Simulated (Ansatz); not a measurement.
# Al2H2 (triplet): correlated methods under varied settings at distance Al1–Al2 = 2.509 Å

What do other methods and options give for Al2H2 (triplet) at this geometry, and how long do they take?

Computed with Ansatz 0.2.0, Gaussian basis. Level: the settings change from run to run.

20 further runs of the same task are left out: 16 that didn't finish, 4 set aside as unsound or not needed.

### Step 1. What is computed

The geometry derives from a PBE0/def2-TZVP stationary point (not a proven minimum). One bond is set to the value named and the two fragments are kept rigid.

4 atoms, charge 0, spin multiplicity 3.

Atoms are counted from 1 here; the program's logs count them from 0.

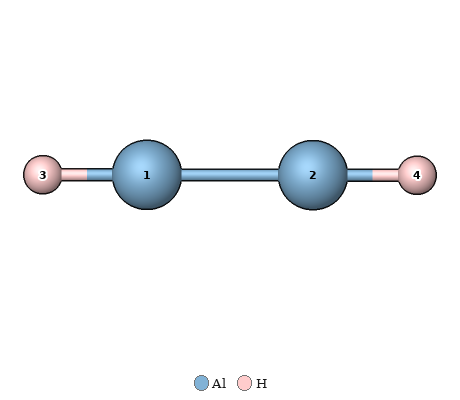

The structure; aluminium light blue, hydrogen pink; atoms are numbered from 1 in the order of the file.

As a file:

```
Al    0.0000    0.0000    1.2545
Al    0.0000    0.0000   -1.2545
H     0.0000    0.0000    2.8290
H     0.0000    0.0000   -2.8290
```

### Step 2. CCSDT(Q) on UHF/6-31G

The input, in.yaml:

```yaml
crystal:
  periodic: [false, false, false]
  atoms:
    - {symbol: Al, position_ang: [0.000000, 0.000000, 1.254500]}
    - {symbol: Al, position_ang: [0.000000, 0.000000, -1.254500]}
    - {symbol: H, position_ang: [0.000000, 0.000000, 2.829043]}
    - {symbol: H, position_ang: [0.000000, 0.000000, -2.829043]}
basis:
  gaussian: {orbitals: 6-31G}
magnetization: {spin_polarized: true, initial_magnetization: 2}
correlation: {method: ccsdt_q, electrons: outside_noble_gas}
scf: {lower_state_search: off}
```

Launch:

```sh
$ ansatz run in.yaml --threads 1 --pin off --events-out ev --progress --plain --max-ram 2393MiB
```

Standard output, shortened:

```text
Functional definition: HF
  name "HF"
  cite "Fock, Z. Phys. 61, 126 (1930) doi:10.1007/BF01340294"
  parent pbe
[...]
593 factors; integrals over basis functions are off by at most 5.1e-8 eV
[...]
mean field -13193.46882663 eV, -484.8510365243 hartree, gradient 1.5e-6 eV, S^2 2.027469; 0 other end points of the search recorded, 0 dependent functions left out
10 core orbitals not correlated: weight in the atoms' cores, before any rotation towards them, 1.000 or more for the frozen orbitals, at most 0.000 for the correlated occupied ones
reference -13193.46882663 eV, -484.8510365243 hartree; 5, 3 occupied and 15, 17 virtual orbitals, 593 factors
second order -1.63169578 eV of doubles, -0.00000000 eV of singles
cycle   1  -2.06441686 eV  change   -4.3e-1 eV  update   7.7e-2
[...]
cycle  15  -2.40939327 eV  change    7.3e-7 eV  update   4.5e-7
perturbative correction -0.00647385 eV, -0.0002379096 hartree
Total energy: -13195.88469375 eV, -484.9398180036 hartree
Checks for a lower state left out: stability, starts, cluster_reference, orbital_swaps, neighbouring_geometries, increment
```

Run time: 4.1 s. Hardware: 1 thread of Arm Neoverse N1, shared host.

From the report: ⟨S²⟩ of the determinant 2.027 (pure triplet: 2.00); correlation -2.4159 eV; T1 0.017; largest double amplitude 0.13.

### Step 3. NEVPT2(4,6)/6-31G*

The input, in.yaml:

```yaml
crystal:
  periodic: [false, false, false]
  atoms:
    - {symbol: Al, position_ang: [0.000000, 0.000000, 1.254500]}
    - {symbol: Al, position_ang: [0.000000, 0.000000, -1.254500]}
    - {symbol: H, position_ang: [0.000000, 0.000000, 2.829043]}
    - {symbol: H, position_ang: [0.000000, 0.000000, -2.829043]}
basis:
  gaussian: {orbitals: "6-31G*"}
magnetization: {spin_polarized: false, initial_magnetization: 2}
correlation: {method: sc_nevpt2, electrons: outside_noble_gas, active_space: {window: {electrons: 4, orbitals: 6}, states: [{multiplicity: 3, weights: [1, 1, 1, 1]}, {multiplicity: 5, weights: [1]}], root: 3}}
scf: {lower_state_search: light}
output: {forces: true}
```

Launched as before.

Standard output, shortened:

```text
Functional definition: HF
  name "HF"
  cite "Fock, Z. Phys. 61, 126 (1930) doi:10.1007/BF01340294"
  parent pbe
[...]
697 factors; integrals over basis functions are off by at most 1.6e-7 eV
[...]
mean field -13194.06711053 eV, -484.8730230519 hartree, gradient 4.1e-6 eV, S^2 2.000000; 4 other end points of the search recorded, 0 dependent functions left out
reference -13194.06711053 eV, -484.8730230519 hartree; 15, 13 occupied and 27, 29 virtual orbitals, 697 factors
state -13194.63854162 eV, -484.8940227571 hartree
state -13193.29185834 eV, -484.8445330594 hartree
state -13193.28946147 eV, -484.8444449762 hartree
state -13192.51366231 eV, -484.8159348830 hartree
state -13194.63854162 eV, -484.8940227571 hartree; corrected -13196.68318916 eV, -484.9691621684 hartree
state -13193.29185834 eV, -484.8445330594 hartree; corrected -13195.34039671 eV, -484.9198154563 hartree
state -13193.28946147 eV, -484.8444449762 hartree; corrected -13195.34593876 eV, -484.9200191228 hartree
state -13192.51366231 eV, -484.8159348830 hartree; corrected -13194.59058262 eV, -484.8922602964 hartree
state -13190.72141814 eV, -484.7500711245 hartree
state -13190.72141814 eV, -484.7500711245 hartree; corrected -13192.59656499 eV, -484.8189815001 hartree
[...]
Total energy: -13194.59058262 eV, -484.8922602964 hartree
Atom 0 at     0.000000     0.000000     1.254500 Å, force    -0.000000    -0.000000     0.466246 eV/Å
Atom 1 at     0.000000     0.000000    -1.254500 Å, force    -0.000000    -0.000000    -0.466246 eV/Å
Atom 2 at     0.000000     0.000000     2.829043 Å, force     0.000000     0.000000    -0.052998 eV/Å
Atom 3 at     0.000000     0.000000    -2.829043 Å, force     0.000000     0.000000     0.052998 eV/Å
Dipole moment:     0.000000     0.000000    -0.000000 e Å
```

It took 4.8 s on 1 thread of Arm Neoverse N1, shared host.

From the report: 61 determinants; active occupations (of the averaged states) 1.74, 0.80, 0.61, 0.60, 0.21, 0.02.

### Step 4. NEVPT2(14,9)/6-31G

The input, in.yaml:

```yaml
crystal:
  periodic: [false, false, false]
  atoms:
    - {symbol: Al, position_ang: [0.000000, 0.000000, 1.254500]}
    - {symbol: Al, position_ang: [0.000000, 0.000000, -1.254500]}
    - {symbol: H, position_ang: [0.000000, 0.000000, 2.829043]}
    - {symbol: H, position_ang: [0.000000, 0.000000, -2.829043]}
basis:
  gaussian: {orbitals: 6-31G}
magnetization: {spin_polarized: false, initial_magnetization: 2}
correlation: {method: sc_nevpt2, electrons: all, active_space: {window: {electrons: 14, orbitals: 9}}}
```

Same command.

Standard output, shortened:

```text
Functional definition: HF
  name "HF"
  cite "Fock, Z. Phys. 61, 126 (1930) doi:10.1007/BF01340294"
  parent pbe
[...]
340 factors; integrals over basis functions are off by at most 1.4e-4 eV
[...]
mean field -13193.37779162 eV, -484.8476910494 hartree, gradient 2.9e-6 eV, S^2 2.000000; 4 other end points of the search recorded, 0 dependent functions left out
reference -13193.37779162 eV, -484.8476910494 hartree; 15, 13 occupied and 15, 17 virtual orbitals, 340 factors
state -13193.86659922 eV, -484.8656543972 hartree
state -13193.86659922 eV, -484.8656543972 hartree; corrected -13194.88047445 eV, -484.9029136247 hartree
WARN: 4 active orbitals are nearly empty or full. The corrections depend on them more than the energy does, and are more stable in an active space without them
Total energy: -13194.88047445 eV, -484.9029136247 hartree
```

Wall time 5.5 s (1 thread of Arm Neoverse N1, shared host).

From the report: 296 determinants; active occupations 2.00, 2.00, 2.00, 2.00, 2.00, 1.96, 1.00, 1.00, 0.04. The report marks this result as in doubt.

### Step 5. CASCI(8,7)/6-31G

in.yaml, as its differences from that of step 4:

```diff
@@ -8,4 +8,4 @@
 basis:
-  gaussian: {orbitals: 6-31G}
+  gaussian: {orbitals: 6-31G, fitting: {mean_field: def2-universal-jkfit}}
 magnetization: {spin_polarized: false, initial_magnetization: 2}
-correlation: {method: sc_nevpt2, electrons: all, active_space: {window: {electrons: 14, orbitals: 9}}}
+correlation: {active_space: {window: {electrons: 8, orbitals: 7}, fixed_orbitals: true}}
```

The command is unchanged.

Standard output:

```text
Functional definition: HF
  name "HF"
  cite "Fock, Z. Phys. 61, 126 (1930) doi:10.1007/BF01340294"
  parent pbe
  exchange = exact_x
  correlation = 0
292 factors; integrals over basis functions are off by at most 8.9e-2 eV
mean field evaluation 1: about -13192.7117 eV, gradient 8.2e0 eV
mean field evaluation 2: about -13193.3168 eV, gradient 2.5e0 eV
mean field evaluation 4: about -13193.3778 eV, gradient 2.7e-2 eV
mean field evaluation 8: about -13193.3572 eV, gradient 3.0e-1 eV
mean field evaluation 16: about -13193.3760 eV, gradient 1.9e-1 eV
mean field -13193.37779016 eV, -484.8476909957 hartree, gradient 6.5e-6 eV, S^2 2.000000; 4 other end points of the search recorded, 0 dependent functions left out
reference -13193.37779016 eV, -484.8476909957 hartree; 15, 13 occupied and 15, 17 virtual orbitals, 292 factors
state -13193.74550805 eV, -484.8612043788 hartree
WARN: the results are in doubt because the space or a class takes a part of the degenerate orbitals at 1.6432 eV
Total energy: -13193.74550805 eV, -484.8612043788 hartree
In doubt: the space or a class takes a part of the degenerate orbitals at 1.6432 eV
```

Wall time 0.33 s (1 thread of Arm Neoverse N1, shared host).

From the report: 148 determinants; active occupations 2.00, 1.99, 1.98, 1.00, 0.99, 0.03, 0.02. The program marks this result as in doubt; its last lines say why.

### Step 6. MRCISD+Q(2,6)/6-31G

in.yaml, as its differences from that of step 5:

```diff
@@ -8,4 +8,4 @@
 basis:
-  gaussian: {orbitals: 6-31G, fitting: {mean_field: def2-universal-jkfit}}
+  gaussian: {orbitals: 6-31G}
 magnetization: {spin_polarized: false, initial_magnetization: 2}
-correlation: {active_space: {window: {electrons: 8, orbitals: 7}, fixed_orbitals: true}}
+correlation: {method: fic_mrcisd_q, electrons: outside_noble_gas, active_space: {window: {electrons: 2, orbitals: 6}}}
```

Launched as before.

Standard output, shortened:

```text
Functional definition: HF
  name "HF"
  cite "Fock, Z. Phys. 61, 126 (1930) doi:10.1007/BF01340294"
  parent pbe
[...]
340 factors; integrals over basis functions are off by at most 1.4e-4 eV
[...]
mean field -13193.37779162 eV, -484.8476910494 hartree, gradient 2.9e-6 eV, S^2 2.000000; 4 other end points of the search recorded, 0 dependent functions left out
reference -13193.37779162 eV, -484.8476910494 hartree; 15, 13 occupied and 15, 17 virtual orbitals, 340 factors
state -13193.62414290 eV, -484.8567442921 hartree
contracted CI cycle   1: correlation 0.00000000 eV, 0.0000000000 hartree, residual 8.12e0 eV
contracted CI cycle   2: correlation -1.95372395 eV, -0.0717980310 hartree, residual 1.59e0 eV
contracted CI cycle   3: correlation -2.05586402 eV, -0.0755516091 hartree, residual 5.04e-1 eV
contracted CI cycle   4: correlation -2.06501267 eV, -0.0758878161 hartree, residual 1.67e-1 eV
contracted CI cycle   5: correlation -2.06614018 eV, -0.0759292510 hartree, residual 6.85e-2 eV
contracted CI cycle   6: correlation -2.06631637 eV, -0.0759357258 hartree, residual 2.29e-2 eV
contracted CI cycle   7: correlation -2.06633557 eV, -0.0759364314 hartree, residual 6.94e-3 eV
contracted CI cycle   8: correlation -2.06633717 eV, -0.0759364904 hartree, residual 2.34e-3 eV
contracted CI cycle   9: correlation -2.06633735 eV, -0.0759364970 hartree, residual 8.22e-4 eV
state -13193.62414290 eV, -484.8567442921 hartree; corrected -13195.87271596 eV, -484.9393778277 hartree
WARN: 2 active orbitals are nearly empty or full. The corrections depend on them more than the energy does, and are more stable in an active space without them
Total energy: -13195.87271596 eV, -484.9393778277 hartree
```

It took 1.8 s on 1 thread of Arm Neoverse N1, shared host.

From the report: 4 determinants; active occupations 0.96, 0.96, 0.04, 0.04, 0.00, 0.00. The report marks this result as in doubt.

### Step 7. NEVPT2(6,7)/6-31G

in.yaml, as its differences from that of step 6:

```diff
@@ -10,2 +10,3 @@
 magnetization: {spin_polarized: false, initial_magnetization: 2}
-correlation: {method: fic_mrcisd_q, electrons: outside_noble_gas, active_space: {window: {electrons: 2, orbitals: 6}}}
+correlation: {method: sc_nevpt2, electrons: outside_noble_gas, active_space: {window: {electrons: 6, orbitals: 7}}}
+output: {forces: true}
```

Same command.

Standard output, shortened:

```text
Functional definition: HF
  name "HF"
  cite "Fock, Z. Phys. 61, 126 (1930) doi:10.1007/BF01340294"
  parent pbe
[...]
340 factors; integrals over basis functions are off by at most 1.4e-4 eV
[...]
mean field -13193.37779162 eV, -484.8476910494 hartree, gradient 2.9e-6 eV, S^2 2.000000; 4 other end points of the search recorded, 0 dependent functions left out
reference -13193.37779162 eV, -484.8476910494 hartree; 15, 13 occupied and 15, 17 virtual orbitals, 340 factors
state -13194.37973171 eV, -484.8845116684 hartree
state -13194.37973171 eV, -484.8845116684 hartree; corrected -13195.33075137 eV, -484.9194609964 hartree
state -13194.28926211 eV, -484.8811869721 hartree
state -13194.28926211 eV, -484.8811869721 hartree; corrected -13195.32926875 eV, -484.9194065112 hartree
state -13194.37973171 eV, -484.8845116684 hartree; corrected -13195.33075137 eV, -484.9194609964 hartree
[...]
WARN: the results are in doubt because the forces break the atoms' symmetry
Total energy: -13195.33075137 eV, -484.9194609964 hartree
Atom 0 at     0.000000     0.000000     1.254500 Å, force    -0.188916     0.004658    -1.472450 eV/Å
Atom 1 at     0.000000     0.000000    -1.254500 Å, force     0.085300    -0.002103     1.764068 eV/Å
Atom 2 at     0.000000     0.000000     2.829043 Å, force     0.112607    -0.002777     0.241019 eV/Å
Atom 3 at     0.000000     0.000000    -2.829043 Å, force    -0.008991     0.000222    -0.532637 eV/Å
Dipole moment:     0.005898    -0.000145    -0.011947 e Å
In doubt: the forces break the atoms' symmetry
```

Run time: 16 s. Hardware: 1 thread of Arm Neoverse N1, shared host.

From the report: 1,225 determinants; active occupations 1.97, 1.95, 1.00, 0.98, 0.06, 0.02, 0.02. Mind the lines of doubt at the end of the log.

### Step 8. CASCI(6,6)/6-31G

in.yaml, as its differences from that of step 7:

```diff
@@ -10,3 +10,4 @@
 magnetization: {spin_polarized: false, initial_magnetization: 2}
-correlation: {method: sc_nevpt2, electrons: outside_noble_gas, active_space: {window: {electrons: 6, orbitals: 7}}}
+correlation: {active_space: {window: {electrons: 6, orbitals: 6}, fixed_orbitals: true, states: [{multiplicity: 3, weights: [0.5, 1]}, {multiplicity: 5, weights: [1]}]}}
+accuracy: high
 output: {forces: true}
```

Launched as before.

Standard output, shortened:

```text
Functional definition: HF
  name "HF"
  cite "Fock, Z. Phys. 61, 126 (1930) doi:10.1007/BF01340294"
  parent pbe
[...]
623 factors; integrals over basis functions are off by at most 2.9e-9 eV
[...]
mean field -13193.37792204 eV, -484.8476958423 hartree, gradient 3.5e-8 eV, S^2 2.000000; 4 other end points of the search recorded, 0 dependent functions left out
reference -13193.37792204 eV, -484.8476958423 hartree; 15, 13 occupied and 15, 17 virtual orbitals, 623 factors
state -13193.65228803 eV, -484.8577786062 hartree
state -13192.02322249 eV, -484.7979115521 hartree
state -13189.00557502 eV, -484.6870150529 hartree
[...]
WARN: the results are in doubt because the space or a class takes a part of the degenerate orbitals at 1.6431 eV
Total energy: -13191.14197661 eV, -484.7655263633 hartree
Atom 0 at     0.000000     0.000000     1.254500 Å, force     0.000000     0.000000     0.754431 eV/Å
Atom 1 at     0.000000     0.000000    -1.254500 Å, force     0.000000     0.000000    -0.754431 eV/Å
Atom 2 at     0.000000     0.000000     2.829043 Å, force    -0.000000    -0.000000     1.062281 eV/Å
Atom 3 at     0.000000     0.000000    -2.829043 Å, force    -0.000000    -0.000000    -1.062281 eV/Å
Dipole moment:    -0.000000    -0.000000     0.000000 e Å
In doubt: the space or a class takes a part of the degenerate orbitals at 1.6431 eV
```

It took 1.5 s on 1 thread of Arm Neoverse N1, shared host.

From the report: 48 determinants; active occupations (of the averaged states) 1.99, 1.60, 0.99, 0.81, 0.60, 0.02. The program marks this result as in doubt; its last lines say why.

### Step 9. CASCI(2,9)/6-31G

in.yaml, as its differences from that of step 8:

```diff
@@ -10,4 +10,3 @@
 magnetization: {spin_polarized: false, initial_magnetization: 2}
-correlation: {active_space: {window: {electrons: 6, orbitals: 6}, fixed_orbitals: true, states: [{multiplicity: 3, weights: [0.5, 1]}, {multiplicity: 5, weights: [1]}]}}
+correlation: {active_space: {window: {electrons: 2, orbitals: 9}, fixed_orbitals: true}}
 accuracy: high
-output: {forces: true}
```

Launched as before.

Standard output:

```text
Functional definition: HF
  name "HF"
  cite "Fock, Z. Phys. 61, 126 (1930) doi:10.1007/BF01340294"
  parent pbe
  exchange = exact_x
  correlation = 0
623 factors; integrals over basis functions are off by at most 2.9e-9 eV
mean field evaluation 1: about -13192.6998 eV, gradient 8.2e0 eV
mean field evaluation 2: about -13192.7094 eV, gradient 8.2e0 eV
mean field evaluation 4: about -13193.3760 eV, gradient 3.6e-1 eV
mean field evaluation 8: about -13193.3779 eV, gradient 2.3e-4 eV
mean field evaluation 16: about -13193.3767 eV, gradient 9.8e-2 eV
mean field -13193.37792204 eV, -484.8476958423 hartree, gradient 3.5e-8 eV, S^2 2.000000; 4 other end points of the search recorded, 0 dependent functions left out
reference -13193.37792204 eV, -484.8476958423 hartree; 15, 13 occupied and 15, 17 virtual orbitals, 623 factors
state -13193.53511563 eV, -484.8534726001 hartree
WARN: the results are in doubt because the space or a class takes a part of the degenerate orbitals at 7.9284 eV
Total energy: -13193.53511563 eV, -484.8534726001 hartree
In doubt: the space or a class takes a part of the degenerate orbitals at 7.9284 eV
```

Wall time 0.69 s (1 thread of Arm Neoverse N1, shared host).

From the report: 6 determinants; active occupations 0.97, 0.97, 0.03, 0.03, 0.00, 0.00, 0.00, 0.00, 0.00. The program marks this result as in doubt; its last lines say why.

### Step 10. CCSDT(Q)/B/6-31G

in.yaml, as its differences from that of step 9:

```diff
@@ -10,3 +10,4 @@
 magnetization: {spin_polarized: false, initial_magnetization: 2}
-correlation: {active_space: {window: {electrons: 2, orbitals: 9}, fixed_orbitals: true}}
+hamiltonian: {xc: {name: B3LYP}}
+correlation: {method: ccsdt_q_b, electrons: valence}
 accuracy: high
```

The command is unchanged.

Standard output, shortened:

```text
Functional definition: B3LYP
  name "B3LYP"
  cite "Stephens, Devlin, Chabalowski & Frisch, J. Phys. Chem. 98, 11623 (1994) doi:10.1021/j100096a001"
  cite "Becke, Phys. Rev. A 38, 3098 (1988) doi:10.1103/PhysRevA.38.3098"
  cite "Lee, Yang & Parr, Phys. Rev. B 37, 785 (1988) doi:10.1103/PhysRevB.37.785"
  cite "Vosko, Wilk & Nusair, Can. J. Phys. 58, 1200 (1980) doi:10.1139/p80-159"
[...]
623 factors; integrals over basis functions are off by at most 2.9e-9 eV
[...]
mean field -13223.28452431 eV, -485.9467432040 hartree, gradient 6.0e-9 eV, S^2 2.000000; 4 other end points of the search recorded, 0 dependent functions left out
10 core orbitals not correlated: weight in the atoms' cores, before any rotation towards them, 1.000 or more for the frozen orbitals, at most 0.000 for the correlated occupied ones
reference -13193.09066797 eV, -484.8371394497 hartree; 5, 3 occupied and 15, 17 virtual orbitals, 623 factors
second order -1.79760198 eV of doubles, -0.18776548 eV of singles
cycle   1  -2.38979931 eV  change   -4.1e-1 eV  update   7.3e-2
[...]
cycle  24  -2.70352351 eV  change   9.0e-11 eV  update  8.0e-10
perturbative correction -0.00724410 eV, -0.0002662159 hartree
Total energy: -13195.80143558 eV, -484.9367583222 hartree
```

Wall time 14 s (1 thread of Arm Neoverse N1, shared host).

From the report: correlation -2.7108 eV; T1 0.028; largest double amplitude 0.13. The orbitals are Kohn-Sham ones, so correlation energy and T1 don't compare with those on Hartree-Fock orbitals.

### Step 11. The runs in one table

Where basis and cores are those of an earlier FCI/6-31G run (-13195.8881 eV), and the state is the same kind, the miss against it is given. † marks a result that the program doubts.

```csv
level,correlated,functions,energy (eV),from FCI (meV),time
CCSDT(Q) on UHF/6-31G,outside noble gas,30,-13195.8847,3.4,4.1 s
"NEVPT2(4,6)/6-31G* (excited root 3 of an average)",outside noble gas,42,-13194.5906,,4.8 s
"NEVPT2(14,9)/6-31G †",all,30,-13194.8805,,5.5 s
"CASCI(8,7)/6-31G †",,30,-13193.7455,2142.6,0.33 s
"MRCISD+Q(2,6)/6-31G †",outside noble gas,30,-13195.8727,15.4,1.8 s
"NEVPT2(6,7)/6-31G †",outside noble gas,30,-13195.3308,557.3,16 s
"CASCI(6,6)/6-31G (mean of several states) †",,30,-13191.1420,,1.5 s
"CASCI(2,9)/6-31G †",,30,-13193.5351,2353.0,0.69 s
CCSDT(Q)/B/6-31G (on B3LYP orbitals),valence,30,-13195.8014,86.6,14 s
```

### Step 12. Results

```
quantity                       value
    runs                           9
quickest  CASCI(8,7)/6-31G †, 0.33 s
 slowest   NEVPT2(6,7)/6-31G †, 16 s
```

In words: Total energies in different bases, with other cores or another treatment of relativity can't be set against each other. NEVPT2(6,7)/6-31G † took 49 times as long as CASCI(8,7)/6-31G †; the jobs differ in more than the method. Among the correlated runs with a miss given, it spans +3 to +557 meV. Hartree-Fock, CASSCF and CASCI lack dynamic correlation by design. Cores frozen from Kohn-Sham orbitals shift the total energy.
